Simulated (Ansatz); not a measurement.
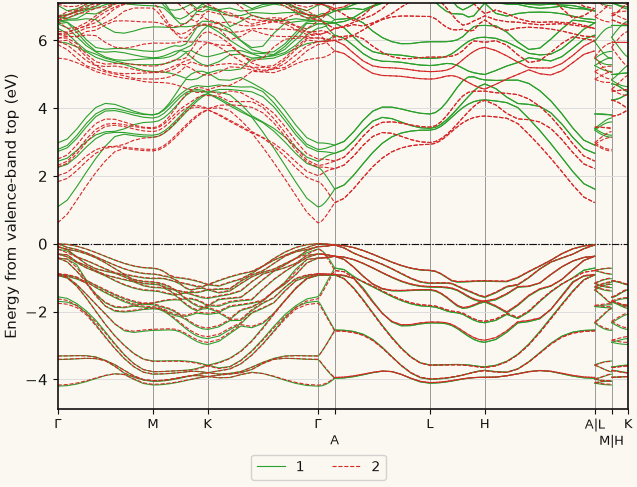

Band structures of Cd₃Se₂S, space group P6_3mc (No. 186), 12 atoms in the cell, by two methods on the same cell. Each is counted from its own valence-band top.

Which curve is which? The methods: r2SCAN, PBE.

Answer. 1 is r2SCAN; 2 is PBE. r2SCAN gives a gap of 1.09 eV along the path and PBE gives a gap of 0.62 eV along the path.

Settings. r2SCAN: DFT r2SCAN, scalar-relativistic, plane waves, PAW, no spin polarisation, 6×6×2 k mesh, 500 eV cutoff (Ansatz 0.2.0). PBE: DFT PBE, scalar-relativistic, plane waves, PAW, no spin polarisation, 6×6×2 k mesh, 420 eV cutoff (Ansatz).

The structure is an invented one, so it need not be a known or stable phase.
